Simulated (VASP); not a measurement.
## Vacuum and the quasiparticle gap of a sheet of PtS2

How does the G0W0 gap of a single sheet of PtS2 depend on the vacuum between its repeats?

Main program and level: VASP 6.6.1; PBE; plane waves and PAW (Pt, S), in the first sound run; inputs show where later runs differ.

## 1. The starting structure

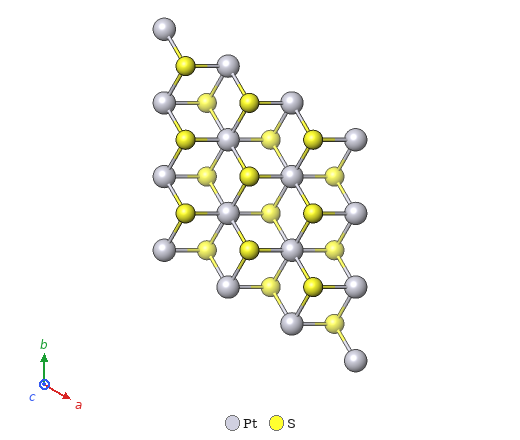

Start, viewed from above; platinum light grey, sulfur yellow. 3×3×1 cells are drawn. Some periodic images of atoms are drawn too.

The cell holds 3 atoms: 1 Pt and 2 S. Cell: a = 3.621 Å, b = 3.621 Å, c = 11.000 Å, α = 90.0°, β = 90.0°, γ = 120.0°. Vacuum lies along c.

Structure file:

```
Pt S
1.0
     3.62073    0.00000    0.00000
    -1.81037    3.13564    0.00000
     0.00000    0.00000   11.00000
Pt S
1 2
Direct
  0.00000 0.00000 0.50000
  0.33333 0.66667 0.63375
  0.66667 0.33333 0.36625
```

## 2. Relaxation

The atoms are relaxed first inside the given cell, which is kept (ISIF = 2), since band edges depend on the positions.

Input file INCAR:

```
SYSTEM = PtS2
PREC = Accurate
ENCUT = 400
EDIFF = 1E-06
NELM = 100
ISMEAR = 0
SIGMA = 0.05
LREAL = .FALSE.
ALGO = Normal
GGA = PE
NBANDS = 17
LASPH = .TRUE.
LWAVE = .FALSE.
LCHARG = .FALSE.
KPAR = 4
IBRION = 2
NSW = 60
ISIF = 2
EDIFFG = -0.01
```

Input file POSCAR:

```
PtS2
1.0
    3.6207302000      0.0000000000      0.0000000000
   -1.8103651000      3.1356443334      0.0000000000
    0.0000000000      0.0000000000     11.0000000000
Pt S
1 2
Direct
    0.0000000000      0.0000000000      0.5000000000
    0.3333333333      0.6666666667      0.6337491245
    0.6666666667      0.3333333333      0.3662508755
```

Input file KPOINTS:

```
Automatic mesh
0
Gamma
7 7 1
0 0 0
```

Potentials, in the order of the species: Pt and S (PBE family, release 64).

On the command line:

```console
$ mpirun -np 8 vasp_std
```

Output:

```text
[banner, memory and clock lines left out]
running    8 mpi-ranks, on    1 nodes
 distrk:  each k-point on    2 cores,    4 groups
 distr:  one band on    1 cores,    2 groups

 POSCAR found type information on POSCAR PtS
 POSCAR found :  2 types and       3 ions
|                                                                             |
|           W    W    AA    RRRRR   N    N  II  N    N   GGGG   !!!           |
|           W    W   A  A   R    R  NN   N  II  NN   N  G    G  !!!           |
|           W    W  A    A  R    R  N N  N  II  N N  N  G       !!!           |
|           W WW W  AAAAAA  RRRRR   N  N N  II  N  N N  G  GGG   !            |
|           WW  WW  A    A  R   R   N   NN  II  N   NN  G    G                |
|           W    W  A    A  R    R  N    N  II  N    N   GGGG   !!!           |
|                                                                             |
|     For optimal performance we recommend to set                             |
|       NCORE = 2 up to number-of-cores-per-socket                            |
|     NCORE specifies how many cores store one orbital (NPAR=cpu/NCORE).      |
|     This setting can greatly improve the performance of VASP for DFT.       |
|     The default, NCORE=1 might be grossly inefficient on modern             |
|     multi-core architectures or massively parallel machines. Do your        |
|     Unfortunately you need to use the default for GW and RPA                |
|     calculations (for HF NCORE is supported but not extensively tested      |
|     yet).                                                                   |
|                                                                             |

 LDA part: xc-table for (Slater+PW92), standard interpolation
|                                                                             |
|           W    W    AA    RRRRR   N    N  II  N    N   GGGG   !!!           |
|           W    W   A  A   R    R  NN   N  II  NN   N  G    G  !!!           |
|           W    W  A    A  R    R  N N  N  II  N N  N  G       !!!           |
|           W WW W  AAAAAA  RRRRR   N  N N  II  N  N N  G  GGG   !            |
|           WW  WW  A    A  R   R   N   NN  II  N   NN  G    G                |
|           W    W  A    A  R    R  N    N  II  N    N   GGGG   !!!           |
|                                                                             |
|     The number of bands has been changed from the values supplied in        |
|     The orbitals not found in the WAVECAR file will be initialized with     |
|     random numbers, which is usually adequate. For correlated               |
|     calculations, however, you should redo the groundstate calculation.     |
|     I found NBANDS = 17. Now, NBANDS = 18.                                  |
|                                                                             |

 POSCAR, INCAR and KPOINTS ok, starting setup
 FFT: planning ... GRIDC
 FFT: planning ... GRID_SOFT
 FFT: planning ... GRID
 WAVECAR not read
 entering main loop
       N       E                     dE             d eps       ncg     rms          rms(c)
DAV:   1     0.118449455474E+03    0.11845E+03   -0.78567E+03   288   0.812E+02
DAV:   2    -0.708523764766E+01   -0.12553E+03   -0.12082E+03   384   0.173E+02
DAV:   3    -0.158240759643E+02   -0.87388E+01   -0.86617E+01   346   0.517E+01
DAV:   4    -0.159993767569E+02   -0.17530E+00   -0.17506E+00   376   0.803E+00
DAV:   5    -0.160036184449E+02   -0.42417E-02   -0.42413E-02   364   0.124E+00    0.125E+01
DAV:   6    -0.152203701014E+02    0.78325E+00   -0.66131E+00   306   0.240E+01    0.971E+00
DAV:   7    -0.146960672453E+02    0.52430E+00   -0.15729E+00   298   0.125E+01    0.411E+00
DAV:   8    -0.146988098888E+02   -0.27426E-02   -0.16842E-01   368   0.229E+00    0.113E+00
DAV:   9    -0.146914658661E+02    0.73440E-02   -0.17827E-02   354   0.136E+00    0.378E-01
DAV:  10    -0.146913135691E+02    0.15230E-03   -0.48981E-03   340   0.374E-01    0.547E-02
DAV:  11    -0.146913139520E+02   -0.38293E-06   -0.13439E-04   328   0.918E-02    0.513E-02
DAV:  12    -0.146913109640E+02    0.29881E-05   -0.84249E-06   372   0.212E-02    0.350E-02
DAV:  13    -0.146913148980E+02   -0.39341E-05   -0.26250E-05   302   0.312E-02    0.952E-03
DAV:  14    -0.146913279778E+02   -0.13080E-04   -0.10078E-05   296   0.210E-02    0.945E-03
DAV:  15    -0.146913387059E+02   -0.10728E-04   -0.65067E-06   326   0.112E-02    0.849E-03
DAV:  16    -0.146913403496E+02   -0.16437E-05   -0.10610E-06   300   0.704E-03    0.216E-03
DAV:  17    -0.146913408405E+02   -0.49083E-06   -0.12496E-07   284   0.204E-03
   1 F= -.14691341E+02 E0= -.14691341E+02  d E =-.146913E+02
 curvature:   0.00 expect dE= 0.000E+00 dE for cont linesearch  0.000E+00
 trial: gam= 0.00000 g(F)=  0.624E+00 g(S)=  0.000E+00 ort = 0.000E+00 (trialstep = 0.100E+01)
 search vector abs. value=  0.624E+00
 bond charge predicted
       N       E                     dE             d eps       ncg     rms          rms(c)
DAV:   1    -0.150915293073E+02   -0.40019E+00   -0.28689E+01   288   0.270E+01    0.516E+00
DAV:   2    -0.152036336578E+02   -0.11210E+00   -0.13349E+00   354   0.690E+00    0.138E+00
DAV:   3    -0.152029311708E+02    0.70249E-03   -0.20889E-02   340   0.111E+00    0.960E-01
DAV:   4    -0.152025757872E+02    0.35538E-03   -0.51020E-03   316   0.596E-01    0.338E-01
DAV:   5    -0.152022927164E+02    0.28307E-03   -0.20259E-03   330   0.416E-01    0.654E-02
DAV:   6    -0.152022005425E+02    0.92174E-04   -0.28663E-04   386   0.108E-01    0.732E-02
DAV:   7    -0.152022059067E+02   -0.53642E-05   -0.35593E-05   320   0.361E-02    0.336E-02
DAV:   8    -0.152022313952E+02   -0.25489E-04   -0.25282E-05   340   0.284E-02    0.914E-03
DAV:   9    -0.152022680242E+02   -0.36629E-04   -0.73787E-06   334   0.139E-02    0.155E-02
DAV:  10    -0.152022805238E+02   -0.12500E-04   -0.49527E-07   298   0.334E-03    0.893E-03
DAV:  11    -0.152023547820E+02   -0.74258E-04   -0.25481E-05   324   0.143E-02    0.663E-03
DAV:  12    -0.152023567444E+02   -0.19624E-05   -0.32427E-07   316   0.344E-03    0.257E-03
DAV:  13    -0.152023586522E+02   -0.19077E-05   -0.59987E-07   278   0.350E-03    0.150E-03
DAV:  14    -0.152023586220E+02    0.30181E-07   -0.56612E-08   304   0.152E-03
   2 F= -.15202359E+02 E0= -.15202359E+02  d E =-.511018E+00
[...]
3 F= -.15445261E+02 E0= -.15445261E+02  d E =-.753921E+00
[...]
4 F= -.15445091E+02 E0= -.15445091E+02  d E =-.753750E+00
[...]
5 F= -.15445270E+02 E0= -.15445270E+02  d E =-.179085E-03
 trial-energy change:   -0.000179  1 .order   -0.000182   -0.000283   -0.000081
 step:   1.7483(harm=  1.7483)  dis= 0.00409  next Energy=   -15.445290 (dE=-0.199E-03)
 bond charge predicted
       N       E                     dE             d eps       ncg     rms          rms(c)
DAV:   1    -0.154452761024E+02   -0.50782E-05   -0.27205E-03   288   0.263E-01    0.430E-02
DAV:   2    -0.154452849875E+02   -0.88851E-05   -0.12463E-04   370   0.657E-02    0.145E-02
DAV:   3    -0.154452845961E+02    0.39139E-06   -0.22414E-06   310   0.125E-02
   6 F= -.15445285E+02 E0= -.15445285E+02  d E =-.193349E-03
 curvature:  -0.87 expect dE=-0.206E-07 dE for cont linesearch -0.206E-07
 trial: gam= 0.00000 g(F)=  0.235E-07 g(S)=  0.000E+00 ort =-0.231E-05 (trialstep = 0.135E+01)
 search vector abs. value=  0.236E-07
 reached required accuracy - stopping structural energy minimisation
```

Elapsed: 11 s, on 8 MPI ranks of Intel Xeon 6975P-C (Granite Rapids), shared host; peak memory 1.5 GiB; 83 s of CPU time.

The logs omit lines about the potential files and the build; timing stands in the text.

From OUTCAR (step 2):

```text
ion  position               nearest neighbor table
   1  0.000  0.000  0.500-   2 2.56   3 2.56   2 2.56   3 2.56   3 2.56   2 2.56
   2  0.333  0.667  0.634-   1 2.56   1 2.56   1 2.56
   3  0.667  0.333  0.366-   1 2.56   1 2.56   1 2.56

  LATTYP: Found a hexagonal cell.
 ALAT       =     3.6207302000
 C/A-ratio  =     3.0380612176

 Subroutine GETGRP returns: Found 12 space group operations
 (whereof 12 operations were pure point group operations)

The static configuration has the point symmetry D_3d.

 Found      8 irreducible k-points:

   k-points           NKPTS =      8   k-points in BZ     NKDIM =      8   number of bands    NBANDS=     18

   dimension x,y,z NGX =    24 NGY =   24 NGZ =   72
   dimension x,y,z NGXF=    48 NGYF=   48 NGZF=  144

   ENCUT  =  400.0 eV  29.40 Ry    5.42 a.u.   5.90  5.90 17.94*2*pi/ulx,y,z

   NELECT =      22.0000    total number of electrons

 k-points in reciprocal lattice and weights: Automatic mesh
   0.00000000  0.00000000  0.00000000       0.020
   0.14285714 -0.00000000  0.00000000       0.122
   0.28571429 -0.00000000  0.00000000       0.122
   0.42857143 -0.00000000  0.00000000       0.122
   0.14285714  0.14285714  0.00000000       0.122
   0.28571429  0.14285714  0.00000000       0.245
   0.42857143  0.14285714  0.00000000       0.122
   0.28571429  0.28571429  0.00000000       0.122

 average (electrostatic) potential at core
       1 -75.1463       2 -92.1876       3 -92.1876

 E-fermi :  -0.7300

 k-point     1 :       0.0000    0.0000    0.0000
  band No.  band energies     occupation
    ...
      7      -3.7857      2.00000
      8      -1.6986      2.00000
      9      -1.5725      2.00000
     10      -1.3339      2.00000
     11      -1.3339      2.00000
     12       2.1581      0.00000
     13       2.1581      0.00000
     14       4.1660      0.00000
     15       4.9775      0.00000
     16       5.9848      0.00000
    ...

 k-point     2 :       0.1429   -0.0000    0.0000
  band No.  band energies     occupation
    ...
      7      -3.9641      2.00000
      8      -2.5488      2.00000
      9      -1.2763      2.00000
     10      -1.2416      2.00000
     11      -1.0191      2.00000
     12       1.2192      0.00000
     13       1.8898      0.00000
     14       4.6772      0.00000
     15       5.7556      0.00000
     16       6.0105      0.00000
    ...

 k-point     3 :       0.2857   -0.0000    0.0000
  band No.  band energies     occupation
    ...
      7      -4.0852      2.00000
      8      -3.0209      2.00000
      9      -1.6747      2.00000
     10      -1.6573      2.00000
     11      -1.1681      2.00000
     12       0.8283      0.00000
     13       1.7526      0.00000
     14       4.9181      0.00000
     15       5.7603      0.00000
     16       6.7072      0.00000
    ...

  Total       -1.0693235     -1.0693235     -0.0200338      0.0000000      0.0000000     -0.0000000
  in kB      -13.7184182    -13.7184182     -0.2570143      0.0000000      0.0000000     -0.0000000
  external PRESSURE =      -9.2312836 kB  Pullay stress =       0.0000000 kB

  energy-cutoff  :      400.00
  volume of cell :      124.89
      direct lattice vectors                 reciprocal lattice vectors
     3.620730200  0.000000000  0.000000000     0.276187383  0.159456860  0.000000000
    -1.810365100  3.135644333  0.000000000     0.000000000  0.318913720  0.000000000
     0.000000000  0.000000000 11.000000000     0.000000000  0.000000000  0.090909091

 POSITION                                       TOTAL-FORCE (eV/Angst)
 -----------------------------------------------------------------------------------
      0.00000      0.00000      5.50000         0.000000      0.000000      0.000000
     -0.00000      2.09043      6.70050         0.000000     -0.000000     -0.000494
      1.81037      1.04521      4.29950        -0.000000      0.000000      0.000494
 -----------------------------------------------------------------------------------
    total drift:                               -0.000000     -0.000000      0.000000

  FREE ENERGIE OF THE ION-ELECTRON SYSTEM (eV)
  ---------------------------------------------------
  free  energy   TOTEN  =       -15.4452845961 eV

  energy  without entropy=      -15.4452845961  energy(sigma->0) =      -15.44528460

 reached required accuracy - stopping structural energy minimisation

[... 3 further parts left out ...]
```

CONTCAR:

```
PtS2
   1.00000000000000
     3.6207302000000001    0.0000000000000000    0.0000000000000000
    -1.8103651000000001    3.1356443334000001    0.0000000000000000
     0.0000000000000000    0.0000000000000000   11.0000000000000000
  Pt              S
     1     2
Direct
     0.0000000000000000    0.0000000000000000    0.5000000000000000
     0.3333333332999970    0.6666666667000030    0.6091362703665987
     0.6666666667000030    0.3333333332999970    0.3908637296334013
```

The run keeps the 12 symmetry operations of its start, so it cannot find a distortion of lower symmetry.

Relaxation path:

| step | energy less that of the first step (eV) | largest force (eV/Å) |
| --- | --- | --- |
| 1 | 0.0000 | 2.5434 |
| 2 | -0.5110 | 1.5699 |
| 3 | -0.7539 | 0.0156 |
| 4 | -0.7538 | 0.0485 |
| 5 | -0.7539 | 0.0139 |
| 6 | -0.7539 | 0.0005 |

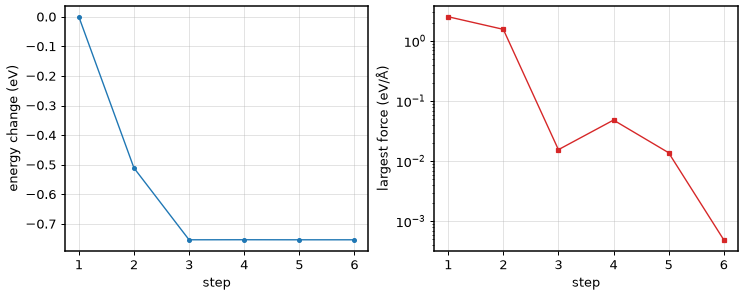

Energy and largest force along the relaxation.

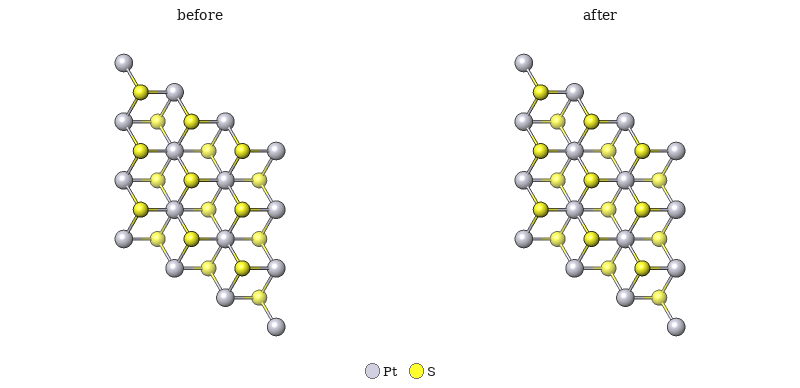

The structure before and after the relaxation, drawn at the same scale.

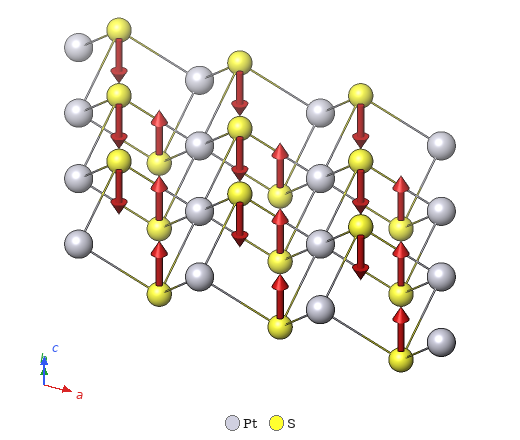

Displacements in the relaxation, exaggerated; the longest in the cell stands for 0.27 Å. 3×3×1 cells are drawn. Some periodic images of atoms are drawn too.

The atoms that moved most (Å):

| atom | dx | dy | dz | length |
| --- | --- | --- | --- | --- |
| S2 | 0.000 | 0.000 | -0.271 | 0.271 |
| S3 | 0.000 | 0.000 | 0.271 | 0.271 |

Final coordinates:

```xyz
3
Lattice="3.6207 0.0000 0.0000 -1.8104 3.1356 0.0000 0.0000 0.0000 11.0000" Properties=species:S:1:pos:R:3
Pt    0.0000    0.0000    5.5000
S     0.0000    2.0904    6.7005
S     1.8104    1.0452    4.2995
```

This step gave:

- free energy (TOTEN): -15.45 eV
- Fermi energy: -0.73 eV

At PBE, with these data sets, the largest force is down to 4.9e-4 eV/Å. The lattice constant was typed and isn't relaxed: the sheet is stretched, by 1.5 N/m.

[end of part 1 of 5]

[Lines on the potential files, build, host, timing and source positions are cut from VASP's logs without a mark.]

[Logs are printed without paths, hosts, clocks, repeated set-up lines and the standing remarks that a program may print on its own settings, such as how far it seeks lower states.]

[Hosts, paths, dates, database ids (printed as entryN), source tags and the programs' standing remarks are cut or masked in the printed files.]

[Pressures printed for these runs are not shown converged in the cutoff: they can be off by several GPa and have the wrong sign.]
